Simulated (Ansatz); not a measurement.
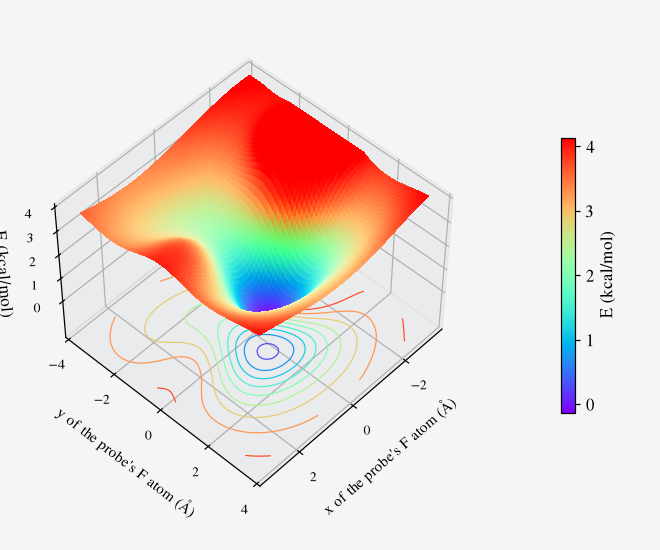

Energy landscape of AlClH₂O (SMILES [OH][AlH][Cl]) with the probe HF. The probe is moved over a plane parallel to the molecule's main plane, 2.70 Å above it. First axis: x of the probe's F atom. Second axis: y of the probe's F atom. Nothing is relaxed (molecule and probe rigid, the probe upright with F nearest the plane). Grid: 11 × 13 points. Points are written as (first, second). All energies are given in kcal/mol relative to the lowest grid point. These are results of RKS PBE-D4/def2-SVPD in Ansatz 0.2.0, not measurements.

Drawn: a relief with its contours projected below, any walls above the top of the colour scale cut off. Between grid points the surface is interpolated. 

> What does the map say about the system?

The lowest grid point is at (0.0 Å, 0.6 Å). The bottom of the well lies between grid points, at about (0.2 Å, 0.8 Å), about 0.13 kcal/mol lower on the interpolated surface. No other kind of well shows on this grid. The highest grid point, (−1.8 Å, −0.6 Å), lies 5.77 kcal/mol above the lowest. Near the minimum the curvatures are about 0.11 and 0.15 eV/Å² along the soft and the stiff direction.

Each point was launched as `ansatz run input.yaml --threads 1 --pin off --max-ram 2560MiB --backend cpu --events-out ev --progress --plain --runs-dir out`. The whole map (143 points run) took 10 min on 1 thread of Arm Neoverse V2, on a shared host.
